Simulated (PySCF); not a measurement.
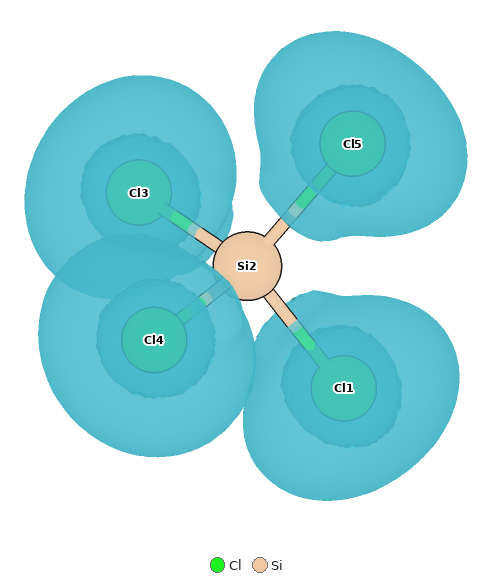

*Cl$_{4}$Si (SMILES Cl[Si](Cl)(Cl)Cl). Isosurface of the ELF at 0.75 (cyan), seen from one side. Only the valence region is drawn (cores and ρ < 0.01 e/Å³ removed).*

Geometry: PBE0-D3(BJ)/def2-SVP.

All numbers below come from PySCF, DFT single point, gas phase, functional M06-2X.

The calculation's input:

```
{"job": {"kind": "sp", "xc": "M06-2X", "basis": "def2-TZVP", "grid": 3}, "charge": 0, "multiplicity": 1}
Cl    -1.169699    -1.172372    -1.180808
Si     0.003982     0.001285    -0.006674
Cl    -0.715782     1.903004    -0.014318
Cl    -0.003891    -0.718304     1.895162
Cl     1.905857    -0.006789    -0.726117
```

Command:

```sh
OMP_NUM_THREADS=1 python redox_run.py task.json out
```

### Where are the electrons localised?

The surface consists of four regions on Cl in which the atom's valence shell and bonds are merged. Along the contacts the grid gives the following. Si–Cl (2.03 Å): the ELF peaks at about 0.85 between the atoms (a polar covalent bond).
